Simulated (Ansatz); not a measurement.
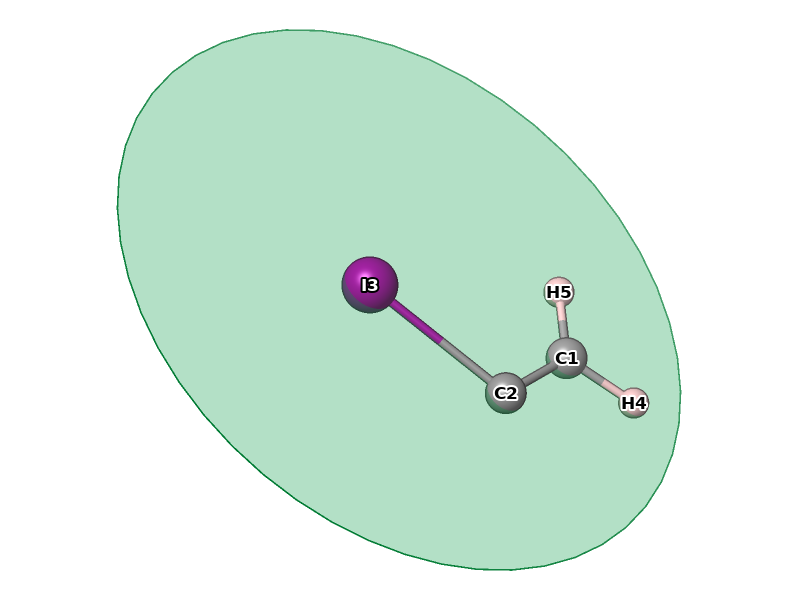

A disc through the centre of mass is drawn in. Atoms fade into the background with distance from the viewer. State: charge −1, singlet. The geometry was computed by an optimisation with PBE0-D4/def2-TZVPD. No frequency run is at hand to confirm it as a minimum.

> Is the plane of the disc a mirror plane of the structure?

Yes. The reflection leaves C1, C2, I3, H4, H5 in place. The point group is Cs.
